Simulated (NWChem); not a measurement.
# One shape, several levels: C3H7N (N-methylethenamine)

We compute a comparison of 3 runs (HF/STO-3G, HF/3-21G, B3LYP/6-31G*) of C3H7N (N-methylethenamine). 

Program for the calculation: NWChem 7.3.0.

## Step 1: The molecule

C3H7N has 11 atoms, charge 0, and is taken as a singlet. As SMILES, `C=CNC`. The shape is that of a PBE0-D4/def2-TZVP optimisation. This is one conformer, not always the lowest.

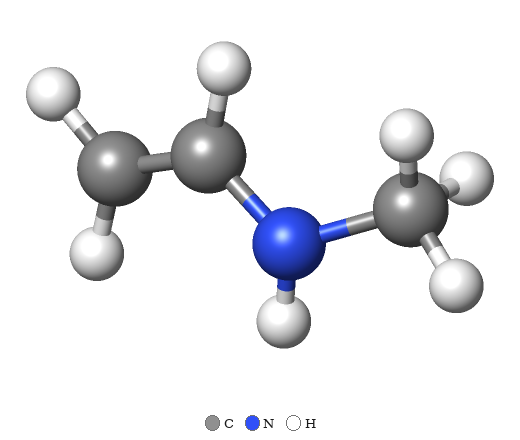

The structure, seen from a chosen angle (carbon grey, nitrogen blue, hydrogen white).

## Step 2: Energy and forces at HF/STO-3G (run 1)

input.nw

```
start input
memory total 2200 mb

geometry noautosym nocenter noautoz
C       -1.283200       1.433700      -0.497200
C       -0.319500       0.749300       0.121900
N       -0.184000      -0.617900       0.181600
C        1.132200      -1.190300       0.320400
H       -2.054400       0.942400      -1.080700
H       -1.330100       2.509400      -0.406800
H        0.440100       1.279900       0.691900
H       -0.794000      -1.121200      -0.444300
H        1.758800      -1.084500      -0.576700
H        1.650800      -0.705900       1.150900
H        1.048800      -2.251600       0.559800
end

basis "ao basis" spherical bse
* library STO-3G
end

scf
thresh 1e-08
maxiter 80
end

task scf gradient
```

The run is started by

```console
$ nwchem input.nw > input.out
```

The program printed:

```text
[...]
  functions       =    27
[...]
  wavefunction    = RHF
[...]
         Total SCF energy =   -169.969017535126
      One-electron energy =   -467.398758967951
      Two-electron energy =    177.600616737875
 Nuclear repulsion energy =    119.829124694950
        Time for solution =      1.9s
[...]
                         RHF ENERGY GRADIENTS
    atom               coordinates                        gradient
                 x          y          z           x          y          z
   1 C      -2.424896   2.709300  -0.939572   -0.017946   0.016175  -0.012390
   2 C      -0.603767   1.415972   0.230358    0.023683  -0.065877   0.015587
   3 N      -0.347710  -1.167662   0.343174    0.012087   0.030219  -0.011653
   4 C       2.139548  -2.249341   0.605468   -0.026735   0.010072  -0.002407
   5 H      -3.882253   1.780878  -2.042227   -0.003963  -0.003133  -0.003350
   6 H      -2.513525   4.742078  -0.768741    0.000546   0.003712   0.001715
   7 H       0.831668   2.418660   1.307501    0.000929  -0.000068   0.000033
   8 H      -1.500442  -2.118761  -0.839605    0.007909   0.008400   0.011287
   9 H       3.323650  -2.049408  -1.089805    0.002259   0.001085  -0.002942
  10 H       3.119560  -1.333958   2.174886    0.000906   0.000458   0.002345
  11 H       1.981945  -4.254907   1.057869    0.000324  -0.001042   0.001773
[...]
```

Run time: 2.8 s. Hardware: 1 thread of Intel Xeon Platinum 8259CL at 2.50GHz (Skylake/Cascade Lake), shared host; peak memory 0.099 GiB.

## Step 3: Energy and forces at HF/3-21G (run 2)

run.py

```python
from ase import Atoms
from ase.calculators.nwchem import NWChem

system = Atoms(['C', 'C', 'N', 'C', 'H', 'H', 'H', 'H', 'H', 'H', 'H'], positions=[
    [-1.283200, 1.433700, -0.497200],
    [-0.319500, 0.749300, 0.121900],
    [-0.184000, -0.617900, 0.181600],
    [1.132200, -1.190300, 0.320400],
    [-2.054400, 0.942400, -1.080700],
    [-1.330100, 2.509400, -0.406800],
    [0.440100, 1.279900, 0.691900],
    [-0.794000, -1.121200, -0.444300],
    [1.758800, -1.084500, -0.576700],
    [1.650800, -0.705900, 1.150900],
    [1.048800, -2.251600, 0.559800],
])

calc = NWChem(
    label='work',
    theory='scf',
    memory='2200 mb',
    basis='3-21G',
    basispar='spherical bse',
    scf={'nopen': '0', 'rhf': None, 'thresh': '1e-08', 'maxiter': '80'},
)
system.calc = calc

forces = system.get_forces()
e = system.get_potential_energy()
print(f"E = {e:.6f} eV")
print("forces (eV/A):")
for s, f in zip(system.symbols, forces):
    print(f"{s:2s} {f[0]:10.5f} {f[1]:10.5f} {f[2]:10.5f}")
print("dipole (e A):", system.get_dipole_moment().round(4))
```

The run is started by

```console
$ export ASE_NWCHEM_COMMAND="nwchem PREFIX.nwi > PREFIX.nwo"
$ python run.py
```

The program printed:

```text
E = -4656.825099 eV
forces (eV/A):
C     0.32329   -0.16882    0.20415
C    -0.40392    1.26977    0.09996
N    -0.61419   -0.42017   -0.82219
C     1.00335   -0.49838    0.27974
H     0.27711    0.21021    0.24451
H    -0.00242   -0.38361   -0.10495
H    -0.35666   -0.17062   -0.24266
H     0.07148    0.03625    0.38505
H    -0.19905   -0.03857    0.28519
H    -0.12434   -0.15211   -0.24379
H     0.02535    0.31604   -0.08500
dipole (e A): [ 0.2488 -0.2084 -0.09  ]
```

The calculator wrote work.nwi:

```
title "work"

permanent_dir work

scratch_dir work

start work

geometry units angstrom nocenter noautosym noautoz
  C  -1.2831999999999999e+00 1.4337000000000000e+00 -4.9719999999999998e-01
  C  -3.1950000000000001e-01 7.4929999999999997e-01 1.2189999999999999e-01
  N  -1.8400000000000000e-01 -6.1790000000000000e-01 1.8160000000000001e-01
  C  1.1322000000000001e+00 -1.1902999999999999e+00 3.2040000000000002e-01
  H  -2.0543999999999998e+00 9.4240000000000002e-01 -1.0807000000000000e+00
  H  -1.3301000000000001e+00 2.5093999999999999e+00 -4.0679999999999999e-01
  H  4.4009999999999999e-01 1.2799000000000000e+00 6.9189999999999996e-01
  H  -7.9400000000000004e-01 -1.1212000000000000e+00 -4.4429999999999997e-01
  H  1.7587999999999999e+00 -1.0845000000000000e+00 -5.7669999999999999e-01
  H  1.6508000000000000e+00 -7.0589999999999997e-01 1.1509000000000000e+00
  H  1.0488000000000000e+00 -2.2515999999999998e+00 5.5979999999999996e-01
end

memory 2200 mb

basis spherical bse noprint
   * library 3-21G
end

scf
  nopen 0
  rhf
  thresh 1e-08
  maxiter 80
end

task scf gradient
```

work.nwo, shortened:

```text
[...]
      One-electron energy =   -467.472812625831
[... 1 line left out ...]
 Nuclear repulsion energy =    119.829124694950
[... 34 lines left out ...]
                       ROHF Final Molecular Orbital Analysis
[... 198 lines left out ...]
     1   1 0 0      0.470222      0.000000     -6.408061
[...]
  wavefunction    =   RHF
                         RHF ENERGY GRADIENTS
    atom               coordinates                        gradient
                 x          y          z           x          y          z
   1 C      -2.424896   2.709300  -0.939572   -0.006287   0.003283  -0.003970
   2 C      -0.603767   1.415972   0.230358    0.007855  -0.024693  -0.001944
   3 N      -0.347710  -1.167662   0.343174    0.011944   0.008171   0.015989
[... 7 lines of this table left out ...]
  11 H       1.981945  -4.254907   1.057869   -0.000493  -0.006146   0.001653
[...]
```

It took 3.9 s on 1 thread of Intel Xeon Platinum 8259CL at 2.50GHz (Skylake/Cascade Lake), shared host; peak memory 0.098 GiB.

## Step 4: Energy and forces at B3LYP/6-31G(d) (Cartesian functions) (run 3)

run.py

```python
from ase import Atoms
from ase.calculators.nwchem import NWChem

mol = Atoms(['C', 'C', 'N', 'C', 'H', 'H', 'H', 'H', 'H', 'H', 'H'], positions=[
    [-1.283200, 1.433700, -0.497200],
    [-0.319500, 0.749300, 0.121900],
    [-0.184000, -0.617900, 0.181600],
    [1.132200, -1.190300, 0.320400],
    [-2.054400, 0.942400, -1.080700],
    [-1.330100, 2.509400, -0.406800],
    [0.440100, 1.279900, 0.691900],
    [-0.794000, -1.121200, -0.444300],
    [1.758800, -1.084500, -0.576700],
    [1.650800, -0.705900, 1.150900],
    [1.048800, -2.251600, 0.559800],
])

calc = NWChem(
    label='sp',
    theory='dft',
    memory='2200 mb',
    basis='6-31G*',
    dft={'xc': 'b3lyp', 'mult': '1', 'grid': 'xfine', 'convergence': 'energy 1e-08', 'iterations': '100', 'mulliken': None, 'print': 'low'},
)
mol.calc = calc

forces = mol.get_forces()
print("Total energy (eV):", round(mol.get_potential_energy(), 6))
print("forces (eV/A):")
for s, f in zip(mol.symbols, forces):
    print(f"{s:2s} {f[0]:10.5f} {f[1]:10.5f} {f[2]:10.5f}")
```

The run is started by

```console
$ export ASE_NWCHEM_COMMAND="nwchem PREFIX.nwi > PREFIX.nwo"
$ python run.py
```

The program printed:

```text
Total energy (eV): -4714.397433
forces (eV/A):
C    -0.20949    0.18383   -0.15370
C     0.13817    0.30025    0.09801
N    -0.10264   -0.25418    0.22898
C     0.20435   -0.14049   -0.01903
H    -0.08860   -0.01502   -0.06212
H    -0.04592    0.10783   -0.01044
H     0.05970    0.02211    0.05800
H    -0.13231   -0.11848   -0.15175
H     0.11359   -0.01183   -0.08922
H     0.06140    0.05009    0.08207
H     0.00175   -0.12408    0.01923
```

The calculator wrote sp.nwi:

```
title "sp"

permanent_dir sp

scratch_dir sp

start sp

geometry units angstrom nocenter noautosym noautoz
  C  -1.2831999999999999e+00 1.4337000000000000e+00 -4.9719999999999998e-01
  C  -3.1950000000000001e-01 7.4929999999999997e-01 1.2189999999999999e-01
  N  -1.8400000000000000e-01 -6.1790000000000000e-01 1.8160000000000001e-01
  C  1.1322000000000001e+00 -1.1902999999999999e+00 3.2040000000000002e-01
  H  -2.0543999999999998e+00 9.4240000000000002e-01 -1.0807000000000000e+00
  H  -1.3301000000000001e+00 2.5093999999999999e+00 -4.0679999999999999e-01
  H  4.4009999999999999e-01 1.2799000000000000e+00 6.9189999999999996e-01
  H  -7.9400000000000004e-01 -1.1212000000000000e+00 -4.4429999999999997e-01
  H  1.7587999999999999e+00 -1.0845000000000000e+00 -5.7669999999999999e-01
  H  1.6508000000000000e+00 -7.0589999999999997e-01 1.1509000000000000e+00
  H  1.0488000000000000e+00 -2.2515999999999998e+00 5.5979999999999996e-01
end

memory 2200 mb

basis noprint
   * library 6-31G*
end

dft
  xc b3lyp
  mult 1
  grid xfine
  convergence energy 1e-08
  iterations 100
  mulliken
  print low
end

task dft gradient
```

sp.nwo:

```text
Northwest Computational Chemistry Package (NWChem) 7.3.0
             --------------------------------------------------------

           Job information
           ---------------

    nwchem branch   = 7.3.0
    use scalapack   = T
    input           = sp.nwi
    prefix          = sp.
    data base       = sp/sp.db
    status          = startup
    nproc           =        1

           Memory information
           ------------------

    heap     =     72089600 doubles =      550.0 Mbytes
    stack    =     72089597 doubles =      550.0 Mbytes
    global   =    144179200 doubles =     1100.0 Mbytes (distinct from heap & stack)
    total    =    288358397 doubles =     2200.0 Mbytes
    verify   = yes
    hardfail = no

           Directory information
           ---------------------

  0 permanent = sp
  0 scratch   = sp

                                NWChem Input Module
                                -------------------

                                        sp
                                        --

[... 25 lines left out ...]
            Nuclear Dipole moment (a.u.)
[... 78 lines left out ...]
   convergence    iter        energy       DeltaE   RMS-Dens  Diis-err    time
[... 13 lines left out ...]
         Total DFT energy =     -173.250911535346
      One electron energy =     -469.437430938297
           Coulomb energy =      202.170144673892
    Exchange-Corr. energy =      -25.812749965890
 Nuclear repulsion energy =      119.829124694950
[... 17 lines left out ...]
     -------------------------------------------
      Total Density - Lowdin Population Analysis
     -------------------------------------------

    Atom       Charge   Shell Charges
 -----------   ------   -------------------------------------------------------
    1 C    6     6.43   1.98  0.36  1.89  0.33  1.39  0.47
    2 C    6     6.07   1.98  0.36  1.81  0.29  1.13  0.50
    3 N    7     7.30   1.98  0.50  2.38  0.35  1.57  0.52
[... 7 lines of this table left out ...]
   11 H    1     0.85   0.50  0.35

                         DFT ENERGY GRADIENTS

    atom               coordinates                        gradient
                 x          y          z           x          y          z
   1 C      -2.424896   2.709300  -0.939572    0.004074  -0.003575   0.002989
   2 C      -0.603767   1.415972   0.230358   -0.002687  -0.005839  -0.001906
   3 N      -0.347710  -1.167662   0.343174    0.001996   0.004943  -0.004453
[... 7 lines of this table left out ...]
  11 H       1.981945  -4.254907   1.057869   -0.000034   0.002413  -0.000374

 Task  times  cpu:       56.7s     wall:       56.7s
 Total times  cpu:       56.8s     wall:       56.8s
```

Run time: 58 s. Hardware: 1 thread of Intel Xeon Platinum 8259CL at 2.50GHz (Skylake/Cascade Lake), shared host; peak memory 0.15 GiB.

## Step 5: The series

| run | level | Cartesian functions | iteration cap | energy (Eh) | dipole moment (D) | HOMO energy (eV) | LUMO energy (eV) | wall time |
| --- | --- | --- | --- | --- | --- | --- | --- | --- |
| 1 | HF/STO-3G | no | 80 | -169.969018 | 1.31 | -6.45 | 9.42 | 2.8 s |
| 2 | HF/3-21G | no | 80 | -171.135167 | 1.62 | -8.09 | 5.82 | 3.9 s |
| 3 | B3LYP/6-31G* (Cartesian functions) | yes | 100 | -173.250912 | – | – | – | 58 s |

## Step 6: What came out

| quantity | value |
| --- | --- |
| run 3: total energy | -173.25091 Eh |
| run 3: largest force on an atom | 0.357 eV/Å |

In words: In run 1 the basis is minimal, so the values are rough. All runs together took 65 s, the longest 58 s.
